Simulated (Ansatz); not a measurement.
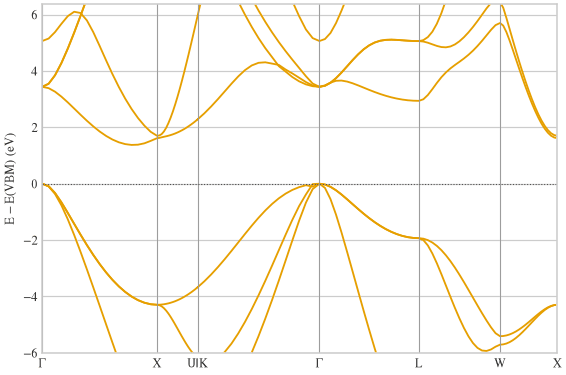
Figure: Band structure from DFT-r²SCAN in the program Ansatz with PAW potentials

Problem. Read off the gap and where the band edges lie.

Solution. About 1.4 eV (1.37 eV by a search for the band edges); maximum at Γ, minimum on the Γ–X line, 79 % of the way from Γ.

The material is BAs (zinc blende, F-43m).

The cell was relaxed with r²SCAN under the symmetry of its start. The volume moved by 18 % from the start of the relaxation. Spin–orbit coupling is left out wherever it is not named.

Potentials: the later of the program's two PAW sets.
